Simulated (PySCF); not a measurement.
## Electronic structure of C5H10N2Si (SMILES CN[SiH2]n1cccc1) in real space

Input

```
{"job": {"kind": "nmr", "xc": "PBE0", "basis": "pcSseg-1", "pop": false}, "charge": 0, "multiplicity": 1}
C      3.082400     0.922200     0.048700
N      1.651600     0.744300     0.094000
Si     0.901100    -0.793300     0.045700
N     -0.808500    -0.446400    -0.025000
C     -1.801100    -1.307800     0.349100
C     -3.014800    -0.758500     0.069700
C     -2.764800     0.506100    -0.514000
C     -1.413000     0.658800    -0.559200
H      3.325700     1.907100    -0.352900
H      3.508400     0.164100    -0.603500
H      3.549400     0.825100     1.034700
H      1.199400     1.480200     0.617200
H      1.355500    -1.453400    -1.181300
H      1.074800    -1.672700     1.211000
H     -1.555100    -2.252900     0.790700
H     -3.976700    -1.195700     0.254400
H     -3.500600     1.209100    -0.853800
H     -0.822500     1.470100    -0.935600
```

Command:

```sh
OMP_NUM_THREADS=1 python probes_run.py task.json out
```

Geometry: GFN2-xTB, NEB image 0 of 0 to 8.

The calculation used PySCF 2.14.0, PBE0/pcSseg-1, SCF density, gas phase, non-relativistic.

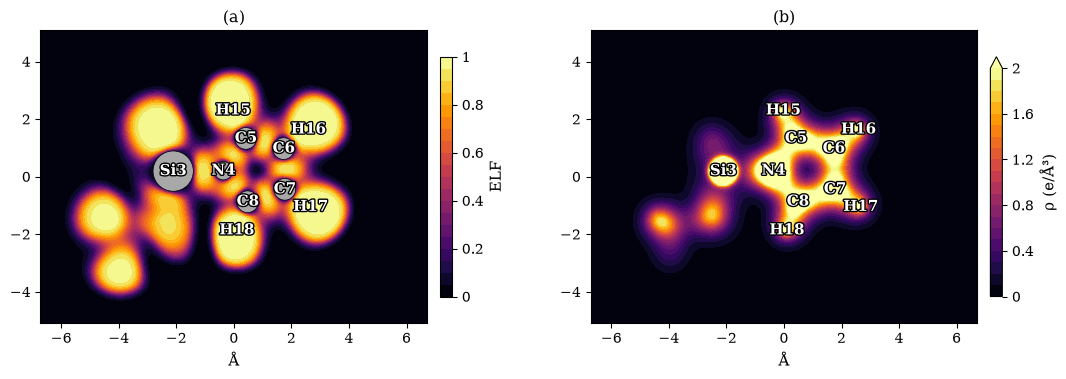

Figure 1. (a) electron localisation function; (b) total electron density on the plane of atoms C6, C7 and C8. Grey discs cover the atomic cores in the ELF map.

What does the map show?

Answer. The section cuts through Si, N, C and H sites.
C–C (1.36 Å): the density is about 2.2 e/Å³ at the midpoint; the ELF peaks at about 0.95 between the atoms (a covalent bond).
C–N (1.37 Å): the density is about 2.3 e/Å³ at the midpoint; the ELF peaks at about 0.90 between the atoms: a covalent bond.
C–C (1.42 Å): the density is about 2 e/Å³ at the midpoint; the ELF peaks at about 0.95 between the atoms: a covalent bond.
C–H (1.07 Å): ρ is about 2.1 e/Å³ halfway; the ELF climbs to about 1 towards the hydrogen, as it does in any bond to H (a covalent bond by its length).
The ELF also peaks beside N2, away from the bonds: lone-pair regions.

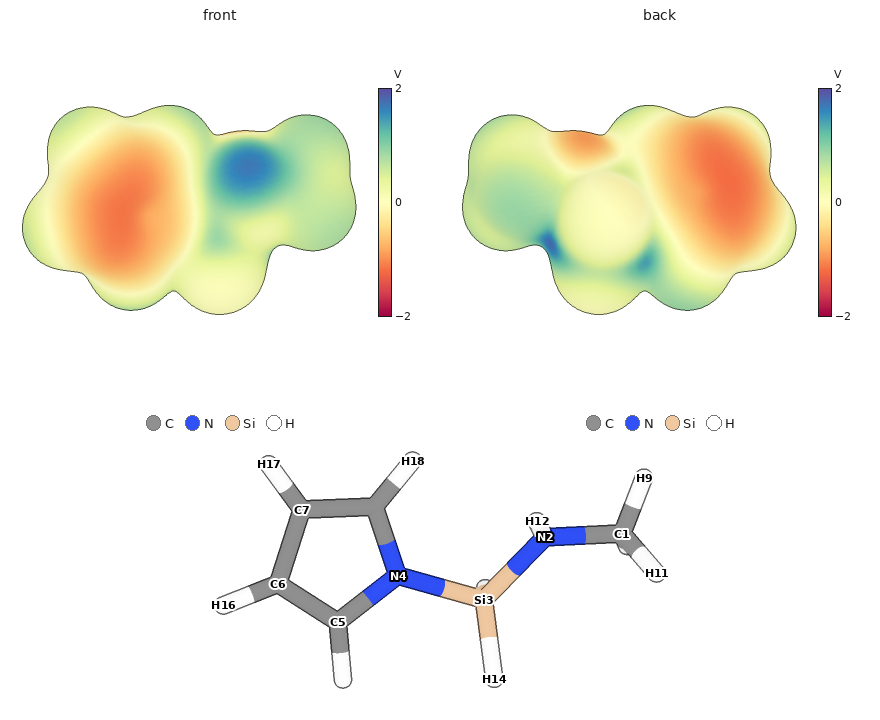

Figure 2. The electrostatic potential painted on the density surface at 0.002 e/bohr³, seen from the front and from behind; the colour scale runs from red (negative) to blue (positive). The bare structure is drawn below in the same view.

Which sites attract a positive test charge, and which a negative one?

Answer. A positive charge is drawn to the negative regions and a negative charge to the positive ones. The most negative region (about −1.2 V, or −28 kcal/mol for a unit charge) lies over the π face of C6 and C7, the most positive (about +1.7 V, or +39 kcal/mol for a unit charge) over Si3 and H12.
